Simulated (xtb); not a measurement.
Geometry relaxation of Si2H5O2F (part 1 of 4)

Si2H5O2F, SMILES O[SiH2]O[SiH2]F, computed with GFN2-xTB (xtb 6.7.1).

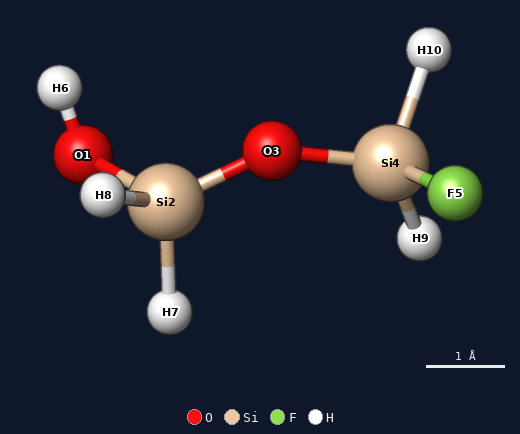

**Figure 1.** The starting structure (ball-and-stick view, seen at a tilt; atoms are numbered from 1 in the order of the input). Bond lengths as drawn: F–Si 1.63 Å, H–O 0.93 Å, H–Si 1.46 to 1.59 Å and O–Si 1.53 to 1.77 Å.

## Results in brief

| quantity | value |
| --- | --- |
| outcome | converged |
| electrons treated | 32 |
| total energy | −19.109655 hartree |
| dispersion energy | −0.005774 hartree |
| basis functions | 37 |
| HOMO | −11.33 eV |
| LUMO | −5.08 eV |
| dipole moment | 2.07 D |
| hardware | 1 thread of Intel Xeon @ 2.70GHz, 189 GiB of memory available, shared host |
| peak memory | 0.072 GiB |

## Notes

Settings chosen away from the usual ones: method = gfn2-xtb; task = optimise; opt_level = loose; x = {}; partner = base. These settings are looser than, or depart from, a standard set-up, so the numbers are not reference values for this system.

## Input (struc.tmol)
```
$coord
     -4.154260528810     -1.160518607655     -1.612522199404  o
     -1.823264456823     -1.220347336761      0.786201656889  si
      0.205262051657      0.800317911040      0.437244830716  o
      3.030364813450      1.387984941276     -0.259761753091  si
      4.805611329446      1.582947985554      2.241385259157  f
     -5.236903522869      0.221022367536     -1.501727556718  h
     -0.851246030099     -3.851488609122      0.123380218677  h
     -3.296287073707     -1.241342194005      3.107862481821  h
      4.280532028457     -0.383708889605     -1.993075246382  h
      2.976261954502      4.167564200727     -1.422831491014  h
$end
```

## File .CHRG
```
0
```

## File .UHF
```
0
```

Run as:
```bash
xtb struc.tmol -o loose > run.log 2> xtb.err
```

## The program's output
```
* xtb version 6.7.1
   ID    Z sym.   atoms
    1    8 o      1, 3
    2   14 si     2, 4
    3    9 f      5
    4    1 h      6-10

           -------------------------------------------------
          |                Calculation Setup                |
           -------------------------------------------------

          program call               : xtb struc.tmol -o loose
          coordinate file            : struc.tmol
          omp threads                :                     1

molecular fragmentation (1/2 indicates fragments):
1111111212
# atoms in fragment 1/2:     8     2
 fragment masses (1/2) :      110.19        2.02
CMA distance (Bohr)    :   1.517
constraining FC (au)   :  0.0500

           -------------------------------------------------
          |                 G F N 2 - x T B                 |
           -------------------------------------------------

      * Hamiltonian:
        H0-scaling (s, p, d)           1.850000    2.230000    2.230000
        zeta-weighting                 0.500000
      * Dispersion:
        s8                             2.700000
        a1                             0.520000
        a2                             5.000000
        s9                             5.000000
      * Repulsion:
        kExp                           1.500000    1.000000
        rExp                           1.000000
      * Coulomb:
        alpha                          2.000000
        third order                    shell-resolved
        anisotropic                    true
        a3                             3.000000
        a5                             4.000000
        cn-shift                       1.200000
        cn-exp                         4.000000
        max-rad                        5.000000

          ...................................................
          :                      SETUP                      :
          :.................................................:
          :  # basis functions                  37          :
          :  # atomic orbitals                  35          :
          :  # shells                           17          :
          :  # electrons                        32          :
          :  max. iterations                   250          :
          :  Hamiltonian                  GFN2-xTB          :
          :  restarted?                      false          :
          :  GBSA solvation                  false          :
          :  PC potential                    false          :
          :  electronic temp.          300.0000000     K    :
          :  accuracy                    1.0000000          :
          :  -> integral cutoff          0.2500000E+02      :
          :  -> integral neglect         0.1000000E-07      :
          :  -> SCF convergence          0.1000000E-05 Eh   :
          :  -> wf. convergence          0.1000000E-03 e    :
          :  Broyden damping             0.4000000          :
          :  net charge                          0          :
          :  unpaired electrons                  0          :
          ...................................................

 iter      E             dE          RMSdq      gap      omega  full diag
   1    -19.0758138 -0.190758E+02  0.897E+00    7.36       0.0  T
   2    -19.1837448 -0.107931E+00  0.526E+00    6.17       1.0  T
   3    -19.1907314 -0.698662E-02  0.269E+00    6.08       1.0  T
   4    -19.1912460 -0.514626E-03  0.116E+00    5.87       1.0  T
   5    -19.1904767  0.769389E-03  0.619E-01    6.09       1.0  T
   6    -19.1922752 -0.179855E-02  0.137E-01    5.96       1.0  T
   7    -19.1922804 -0.522642E-05  0.365E-02    5.97       1.0  T
   8    -19.1922826 -0.219667E-05  0.250E-02    5.97       1.3  T
   9    -19.1922839 -0.129200E-05  0.113E-02    5.97       2.8  T
  10    -19.1922840 -0.915524E-07  0.531E-03    5.97       6.0  T
  11    -19.1922841 -0.118398E-06  0.200E-03    5.97      15.8  T
  12    -19.1922841 -0.176133E-07  0.492E-04    5.97      64.3  T
  13    -19.1922841 -0.335138E-09  0.125E-04    5.97     253.6  T

   *** convergence criteria satisfied after 13 iterations ***

         #    Occupation            Energy/Eh            Energy/eV
      -------------------------------------------------------------
         1        2.0000           -0.8639468             -23.5092
       ...           ...                  ...                  ...
        10        2.0000           -0.5139474             -13.9852
        11        2.0000           -0.5106914             -13.8966
        12        2.0000           -0.4873970             -13.2627
        13        2.0000           -0.4586176             -12.4796
        14        2.0000           -0.4498655             -12.2415
        15        2.0000           -0.4327832             -11.7766
        16        2.0000           -0.4227396             -11.5033 (HOMO)
        17                         -0.2033899              -5.5345 (LUMO)
        18                         -0.1875208              -5.1027
        19                         -0.1758141              -4.7841
        20                         -0.1655966              -4.5061
        21                         -0.1223115              -3.3283
       ...                                ...                  ...
        35                          1.1222250              30.5373
      -------------------------------------------------------------
                  HL-Gap            0.2193497 Eh            5.9688 eV
             Fermi-level           -0.3130647 Eh           -8.5189 eV

 SCC (total)                   0 d,  0 h,  0 min,  0.008 sec
 SCC setup                      ...        0 min,  0.000 sec (  1.223%)
 Dispersion                     ...        0 min,  0.000 sec (  0.471%)
 classical contributions        ...        0 min,  0.000 sec (  0.191%)
 integral evaluation            ...        0 min,  0.001 sec ( 15.486%)
 iterations                     ...        0 min,  0.004 sec ( 50.525%)
 molecular gradient             ...        0 min,  0.002 sec ( 30.740%)
 printout                       ...        0 min,  0.000 sec (  1.257%)

         :::::::::::::::::::::::::::::::::::::::::::::::::::::
         ::                     SUMMARY                     ::
         :::::::::::::::::::::::::::::::::::::::::::::::::::::
         :: total energy             -19.076813477720 Eh    ::
         :: gradient norm              0.182156181856 Eh/a0 ::
         :: HOMO-LUMO gap              5.968809168854 eV    ::
         ::.................................................::
         :: SCC energy               -19.192278157449 Eh    ::
         :: -> isotropic ES            0.086278841297 Eh    ::
         :: -> anisotropic ES         -0.000076637865 Eh    ::
         :: -> anisotropic XC         -0.002076668159 Eh    ::
         :: -> dispersion             -0.005717820596 Eh    ::
         :: repulsion energy           0.115464679728 Eh    ::
         :: add. restraining           0.000000000000 Eh    ::
         :: total charge               0.000000000000 e     ::
         :::::::::::::::::::::::::::::::::::::::::::::::::::::

      -----------------------------------------------------------
     |                   =====================                   |
     |                        A N C O P T                        |
     |                   =====================                   |
     |               Approximate Normal Coordinate               |
     |                Rational Function Optimizer                |
      -----------------------------------------------------------
      -----------------------------------------------------------
     |                   =====================                   |
     |                        A N C O P T                        |
     |                   =====================                   |
     |               Approximate Normal Coordinate               |
     |                Rational Function Optimizer                |
      -----------------------------------------------------------

          ...................................................
          :                      SETUP                      :
          :.................................................:
          :   optimization level             loose          :
          :   max. optcycles                   200          :
          :   ANC micro-cycles                  20          :
          :   degrees of freedom                24          :
          :.................................................:
          :   RF solver                   davidson          :
          :   write xtbopt.log                true          :
          :   linear?                        false          :
          :   energy convergence         0.5000000E-04 Eh   :
          :   grad. convergence          0.4000000E-02 Eh/α :
          :   maxmium RF displ.          1.0000000          :
          :   Hlow (freq-cutoff)         0.1000000E-01      :
          :   Hmax (freq-cutoff)         5.0000000          :
          :   S6 in model hess.         20.0000000          :
          ...................................................

generating ANC from exact Hessian ...
Using Lindh-Hessian (1995)
 Shifting diagonal of input Hessian by    1.0447562798684478E-002
 Lowest  eigenvalues of input Hessian
    0.010000    0.010228    0.000000    0.000000    0.000000    0.000000
    0.000000    0.000000    0.023086    0.026202    0.027122    0.028229
    0.033826    0.041349    0.051617    0.062339    0.085064    0.098055
 Highest eigenvalues
    0.765812    0.921971    1.289660    1.455930    1.632373    2.769059

........................................................................
.............................. CYCLE    1 ..............................
........................................................................

 iter      E             dE          RMSdq      gap      omega  full diag
   1    -19.1922841 -0.191923E+02  0.889E-05    5.97       0.0  T
   2    -19.1922841 -0.290186E-10  0.307E-05    5.97    1029.0  T
   3    -19.1922841 -0.408917E-11  0.186E-05    5.97    1697.4  T
     SCC iter.                  ...        0 min,  0.001 sec
     gradient                   ...        0 min,  0.002 sec
 * total energy  :   -19.0768135 Eh     change       -0.3690204E-10 Eh
   gradient norm :     0.1821553 Eh/α   predicted     0.0000000E+00 (-100.00%)
   displ. norm   :     0.2424243 α      lambda       -0.2930036E-01
   maximum displ.:     0.0935390 α      in ANC's #13, #18, #16, ...

........................................................................
.............................. CYCLE    2 ..............................
........................................................................

 iter      E             dE          RMSdq      gap      omega  full diag
   1    -19.2089143 -0.192089E+02  0.996E-01    6.14       0.0  T
   2    -19.2094382 -0.523889E-03  0.657E-01    6.17       1.0  T
   3    -19.2094638 -0.256540E-04  0.316E-01    6.19       1.0  T
   4    -19.2094652 -0.130560E-05  0.776E-02    6.19       1.0  T
   5    -19.2094704 -0.520278E-05  0.431E-02    6.20       1.0  T
   6    -19.2094716 -0.123483E-05  0.200E-02    6.19       1.6  T
   7    -19.2094718 -0.233228E-06  0.605E-03    6.20       5.2  T
   8    -19.2094719 -0.568853E-07  0.315E-03    6.20      10.0  T
   9    -19.2094719 -0.827829E-08  0.771E-04    6.20      41.0  T
  10    -19.2094719 -0.291045E-09  0.320E-04    6.20      98.9  T
     SCC iter.                  ...        0 min,  0.003 sec
     gradient                   ...        0 min,  0.002 sec
 * total energy  :   -19.0989331 Eh     change       -0.2211963E-01 Eh
   gradient norm :     0.0962541 Eh/α   predicted    -0.1551116E-01 ( -29.88%)
   displ. norm   :     0.2462770 α      lambda       -0.1606629E-01
   maximum displ.:     0.0834552 α      in ANC's #20, #8, #13, ...

........................................................................
.............................. CYCLE    3 ..............................
........................................................................

 iter      E             dE          RMSdq      gap      omega  full diag
   1    -19.2228982 -0.192229E+02  0.944E-01    6.22       0.0  T
   2    -19.2236017 -0.703522E-03  0.590E-01    6.26       1.0  T
   3    -19.2236283 -0.265124E-04  0.330E-01    6.27       1.0  T
   4    -19.2236288 -0.538899E-06  0.695E-02    6.28       1.0  T
   5    -19.2236330 -0.418097E-05  0.362E-02    6.28       1.0  T
   6    -19.2236334 -0.399608E-06  0.190E-02    6.28       1.7  T
   7    -19.2236336 -0.202646E-06  0.578E-03    6.28       5.5  T
   8    -19.2236336 -0.531585E-07  0.284E-03    6.28      11.1  T
   9    -19.2236336 -0.663652E-08  0.628E-04    6.28      50.3  T
  10    -19.2236336 -0.210061E-09  0.218E-04    6.28     145.1  T
     SCC iter.                  ...        0 min,  0.004 sec
     gradient                   ...        0 min,  0.002 sec
 * total energy  :   -19.1067165 Eh     change       -0.7783356E-02 Eh
   gradient norm :     0.0378832 Eh/α   predicted    -0.8520375E-02 (   9.47%)
   displ. norm   :     0.1659018 α      lambda       -0.3346632E-02
   maximum displ.:     0.0723402 α      in ANC's #5, #13, #3, ...

........................................................................
.............................. CYCLE    4 ..............................
........................................................................
```
